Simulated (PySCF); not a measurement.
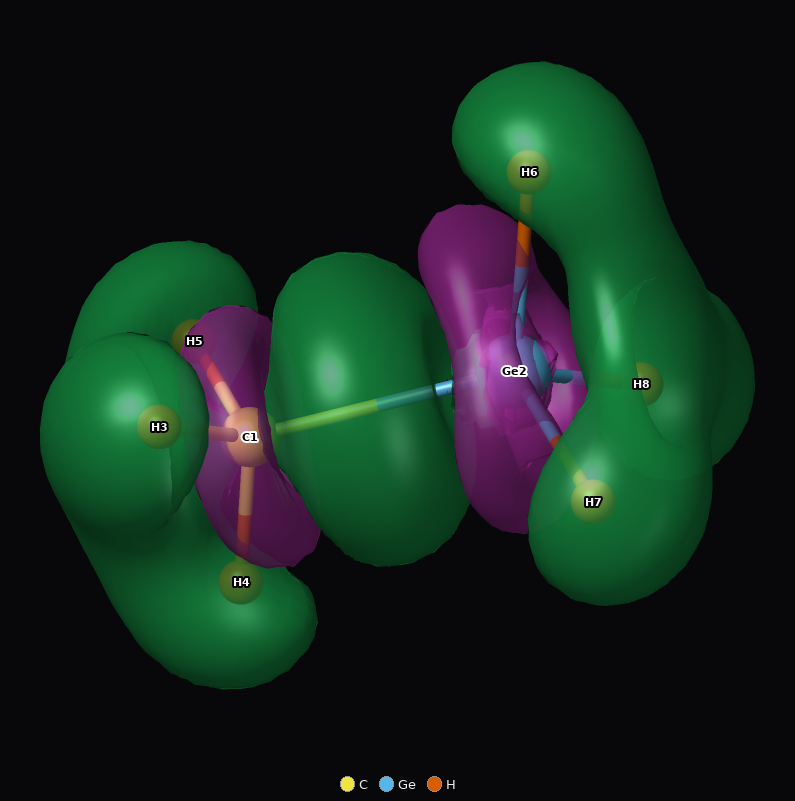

Figure. CH₆Ge, SMILES `C[GeH3]`. Fukui function f⁻ = ρ(N) − ρ(N−1) at fixed geometry, surfaces at ±0.02 e/Å³ (green positive, purple negative).

Level of theory: PBE0/def2-SVPD (PySCF), at a geometry from GFN2-xTB. No frequency check shows the geometry to be a minimum. GFN2-xTB bond lengths at metals and heavier atoms can be off by up to 0.1 Å and shapes distorted, which carries into these values.

Input

```python
import numpy as np
from pyscf import gto, scf, dft
from pyscf.scf import atom_ks, atom_hf
from scipy.linalg import block_diag

def solve(mol, dm0=None, hcore=None):
    mf = (dft.UKS if mol.spin else dft.RKS)(mol, xc='pbe0')
    mf.grids.level = 3
    mf = mf.density_fit(auxbasis='def2-universal-jkfit')
    mf.conv_tol, mf.max_cycle = 1e-8, 80
    if hcore is not None:
        mf.get_hcore = lambda *args: hcore
    mf.kernel(dm0)
    if not mf.converged:
        mf = mf.newton().run(mf.mo_coeff, mf.mo_occ, max_cycle=30)
    assert mf.converged, 'SCF not converged'
    return mf

mol = gto.M(atom='''
C     -1.56891     0.00021     0.00001
Ge     0.38971    -0.00015    -0.00012
H     -1.95468    -0.58361     0.83197
H     -1.95459    -0.42837    -0.92203
H     -1.95432     1.01302     0.08941
H      0.93445     0.58841     1.26066
H      0.93409    -1.38646    -0.12071
H      0.93780     0.80068    -1.13547
''', basis='def2-svpd', charge=0, spin=0, verbose=4)
mf = solve(mol)
out = dict(e0=mf.e_tot, dm0=mf.make_rdm1(), c=mf.mo_coeff, occ=mf.mo_occ, eps=mf.mo_energy)
for name, dq, spin in [('cation', 1, 1), ('anion', -1, 1)]:
    ion = mol.copy().set(charge=mol.charge + dq, spin=spin).build()
    mi = solve(ion)
    if spin and dq > 0 and mol.nao < 130:
        c, _, stable, _ = mi.stability(return_status=True)
        if not stable:
            mi = solve(ion, mi.make_rdm1(c, mi.mo_occ))
    print(name, 'vertical energy change / eV', (mi.e_tot - mf.e_tot) * 27.211386)
    out.update({'e_' + name: mi.e_tot, 'dm_' + name: mi.make_rdm1(), 's2_' + name: mi.spin_square()[0], 'eps_' + name: mi.mo_energy, 'occ_' + name: mi.mo_occ})
# spherically averaged free atoms, for the promolecule
atm = atom_ks.get_atm_nrks(mol, xc='pbe0')
pro = block_diag(*[(atm[a[0]][2] * atm[a[0]][3]) @ atm[a[0]][2].T for a in mol._atom])
np.savez('result.npz', pro=pro, **out)
```

Run with:

```sh
OMP_NUM_THREADS=1 python input.py
```

The run took 81 s on 1 thread of Intel(R) Xeon(R) 6975P-C (Granite Rapids) (shared host), peak memory 0.54 GiB.

Partitions, critical points and surface values were worked out afterwards from this run's density.

Q: On which atoms does the density change most on removal of an electron?

A: f⁻ (Hirshfeld-condensed) is largest on Ge2 (0.25) and C1 (0.22); the vertical ionisation energy is 11.33 eV. Condensed values hint at sites of electrophilic attack but needn't mark the atom that reacts. Shares this close don't rank the sites. Orbital relaxation makes it negative in places (0.19 e in all).
